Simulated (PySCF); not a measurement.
## Run report: BSi2H7O, geometry relaxation

- system: BSi2H7O, SMILES OB([SiH3])[SiH3]
- method: PBE0-D3(BJ)/def2-SVPD geometry optimisation, gas phase (PySCF 2.14.0)

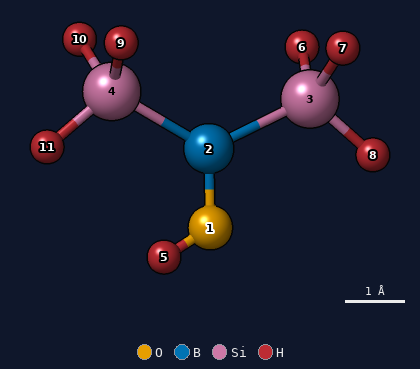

Figure 1. The starting structure (ball-and-stick view, seen at a tilt; atoms are numbered from 1 in the order of the input). Bond lengths as drawn: B–O 1.34 Å, B–Si 1.98 to 1.99 Å, H–O 0.96 Å and H–Si 1.47 to 1.48 Å.

## Summary

```csv
quantity,value
outcome,converged
total energy,−682.671997 hartree
dipole moment,1.66 D
point group,Cs
hardware,"1 CPU thread, shared host"
wall time,46 s
peak memory,0.6 GiB
```

## Input
```
{"job": {"xc": "PBE0", "basis": "def2-SVPD", "d3": "d3bj", "grid": 2, "kind": "geom"}, "charge": 0, "multiplicity": 1}
O      1.197099     0.070310    -1.415766
B      0.344625     0.034352    -0.380129
Si     0.920147     1.144474     1.160324
Si    -1.314755    -1.057467    -0.466958
H      1.004786    -0.435407    -2.210789
H     -0.052990     2.195996     1.501607
H      1.073010     0.362162     2.399204
H      2.200478     1.838218     0.971745
H     -1.387042    -2.120715     0.543935
H     -2.552484    -0.278169    -0.335270
H     -1.432875    -1.753755    -1.767905
```

The first line tells a small driver script what to run in PySCF; the rest is the geometry in Å.

Launched with:
```bash
OMP_NUM_THREADS=1 python <driver script> task.json out
```

## Log
```
step   0  E = -682.66698480  max force = 0.011896
step   1  E = -682.67186934  max force = 0.001299
step   2  E = -682.67195138  max force = 0.000797
step   3  E = -682.67198542  max force = 0.000619
step   4  E = -682.67199717  max force = 0.000436
optimisation converged
```

## Trajectory as extended XYZ (Å, eV, eV/Å), 5 frames, from step=0 to step=4
```
11
Properties=species:S:1:pos:R:3:forces:R:3 step=0 energy=-18576.31485
O     1.1971    0.0703   -1.4158    0.6117   0.1410  -0.5172
B     0.3446    0.0343   -0.3801    0.0930  -0.0248  -0.1702
Si    0.9202    1.1445    1.1603    0.1187   0.3322   0.5596
Si   -1.3148   -1.0575   -0.4670   -0.4109  -0.3647  -0.2127
H     1.0048   -0.4354   -2.2108   -0.2227  -0.1209   0.0449
H    -0.0530    2.1960    1.5016   -0.4608   0.3027   0.0146
H     1.0730    0.3622    2.3992   -0.0211  -0.4063   0.3623
H     2.2005    1.8382    0.9718    0.4907   0.1847  -0.2408
H    -1.3870   -2.1207    0.5439    0.0943  -0.3129   0.4757
H    -2.5525   -0.2782   -0.3353   -0.3787   0.4245   0.1239
H    -1.4329   -1.7538   -1.7679    0.0857  -0.1554  -0.4401
11
Properties=species:S:1:pos:R:3:forces:R:3 step=1 energy=-18576.44776
O     1.2318    0.0771   -1.4750   -0.0322   0.0075   0.0536
B     0.3933    0.0600   -0.4084    0.0330   0.0082  -0.0255
Si    0.9418    1.1850    1.2048   -0.0567  -0.0668  -0.0650
Si   -1.3186   -1.0579   -0.4791    0.0618   0.0550   0.0373
H     0.9472   -0.4615   -2.2211    0.0020  -0.0080  -0.0189
H    -0.1194    2.2074    1.4899    0.0460  -0.0197   0.0059
H     1.0472    0.3105    2.4198    0.0072   0.0421  -0.0248
H     2.2479    1.8809    0.9856   -0.0169   0.0147   0.0506
H    -1.3280   -2.0935    0.6037   -0.0184   0.0102  -0.0385
H    -2.5313   -0.1960   -0.3028    0.0118  -0.0383  -0.0146
H    -1.4124   -1.7533   -1.8099   -0.0376  -0.0048   0.0399
11
Properties=species:S:1:pos:R:3:forces:R:3 step=2 energy=-18576.44999
O     1.2343    0.0751   -1.4836   -0.0089   0.0084   0.0267
B     0.3997    0.0609   -0.4150    0.0138  -0.0109  -0.0404
Si    0.9400    1.1816    1.2002   -0.0103  -0.0266  -0.0410
Si   -1.3129   -1.0531   -0.4762    0.0249   0.0274   0.0254
H     0.9483   -0.4643   -2.2290    0.0032   0.0030   0.0012
H    -0.1211    2.1997    1.4871    0.0007   0.0045   0.0018
H     1.0417    0.3085    2.4135    0.0032  -0.0001   0.0034
H     2.2436    1.8868    1.0031    0.0014   0.0126   0.0236
H    -1.3247   -2.0867    0.6056   -0.0051  -0.0064  -0.0014
H    -2.5250   -0.1939   -0.2985   -0.0070  -0.0033  -0.0028
H    -1.4243   -1.7560   -1.7997   -0.0161  -0.0086   0.0035
11
Properties=species:S:1:pos:R:3:forces:R:3 step=3 energy=-18576.45092
O     1.2397    0.0752   -1.4922    0.0030   0.0040   0.0027
B     0.4061    0.0609   -0.4239    0.0061  -0.0114  -0.0318
Si    0.9389    1.1775    1.1936    0.0075   0.0088   0.0097
Si   -1.3089   -1.0486   -0.4718   -0.0117  -0.0043   0.0068
H     0.9546   -0.4638   -2.2382    0.0006   0.0019   0.0019
H    -0.1267    2.1906    1.4804   -0.0121   0.0054  -0.0023
H     1.0349    0.3013    2.4048   -0.0011  -0.0121   0.0059
H     2.2403    1.8935    1.0209    0.0023   0.0012  -0.0005
H    -1.3201   -2.0792    0.6128    0.0062  -0.0013   0.0093
H    -2.5194   -0.1881   -0.2904   -0.0011   0.0103   0.0037
H    -1.4399   -1.7607   -1.7884    0.0002  -0.0024  -0.0053
11
Properties=species:S:1:pos:R:3:forces:R:3 step=4 energy=-18576.45124
O     1.2430    0.0744   -1.5002    0.0090   0.0072   0.0017
B     0.4112    0.0609   -0.4310   -0.0015  -0.0117  -0.0224
Si    0.9373    1.1748    1.1905    0.0090   0.0142   0.0186
Si   -1.3060   -1.0455   -0.4687   -0.0197  -0.0122   0.0009
H     0.9573   -0.4647   -2.2458   -0.0011   0.0015   0.0034
H    -0.1335    2.1836    1.4754   -0.0073  -0.0005  -0.0040
H     1.0285    0.2939    2.3992   -0.0024  -0.0080  -0.0006
H     2.2374    1.8966    1.0312    0.0017  -0.0017  -0.0057
H    -1.3134   -2.0716    0.6206    0.0065   0.0020   0.0069
H    -2.5129   -0.1804   -0.2827    0.0024   0.0084   0.0039
H    -1.4493   -1.7633   -1.7811    0.0034   0.0009  -0.0026
```

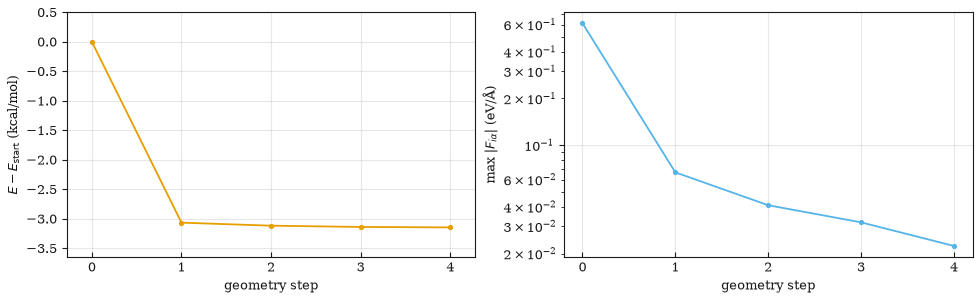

Figure 2. Progress of the relaxation, step by step (steps are counted from 0).

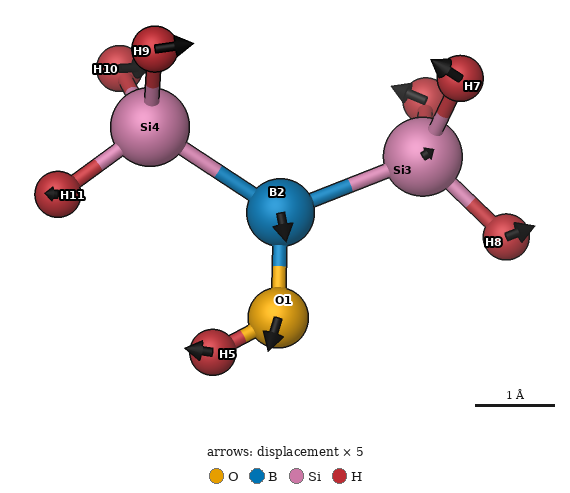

Figure 3. The starting structure with the displacements as black arrows, magnified 5 times (ball-and-stick view, seen at a tilt). The two geometries are laid on each other by the best rigid fit. After 4 geometry steps the energy has fallen by 3.15 kcal/mol. The largest force component goes from 0.61 to 0.022 eV/Å. The largest moves after the best rigid fit, 0.10 Å, are those of H6, H7, H9 and H10. Largest moves by element: H 0.10 Å, O 0.09 Å, B 0.08 Å, Si 0.04 Å. Among the contacts that change: B2–Si4 1.988 → 2.043 Å, B2–Si3 1.984 → 2.036 Å, Si3–H6 1.473 → 1.499 Å, Si4–H11 1.480 → 1.503 Å. Among the angles that change: B2–O1–H5 119.8° → 115.0°, O1–B2–Si3 113.6° → 117.7°, Si3–B2–Si4 125.7° → 121.9°. (Atoms are counted from 1 in the order of the input.)
